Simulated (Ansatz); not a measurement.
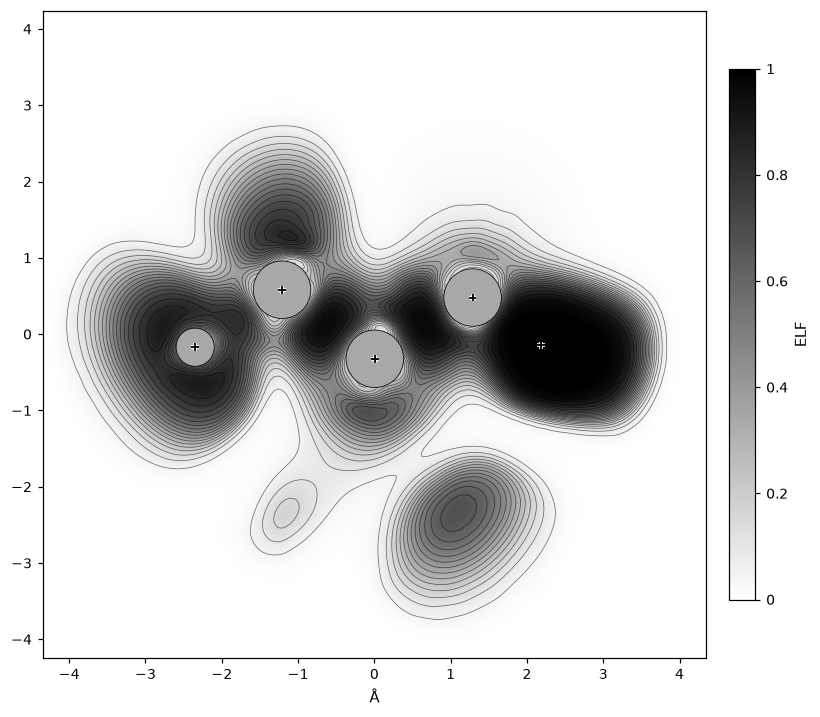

The electron localisation function on a plane through atoms (crosses mark nuclei in the plane; grey discs cover the cores).

Method: RKS PBE0-D4/def2-TZVPP (Ansatz).

Candidates:
A. C$_{2}$H$_{10}$InN$_{3}$ (SMILES C[N](C)[In]([NH2])[NH2])
B. Cl$_{5}$HMoO (SMILES [OH][Mo]([Cl])([Cl])([Cl])([Cl])[Cl])
C. C$_{4}$H$_{6}$F$_{4}$ (SMILES FCC(CF)C(F)F)

Q: Which candidate gave the map?

A: Candidate C: C$_{4}$H$_{6}$F$_{4}$ on the plane of atoms C3, C6 and H14, which holds F, C and H. C–F (1.38 Å): the ELF peaks at about 0.80 between the atoms; a polar covalent bond. C–C (1.51 Å): the ELF peaks at about 0.95 between the atoms: a covalent bond.
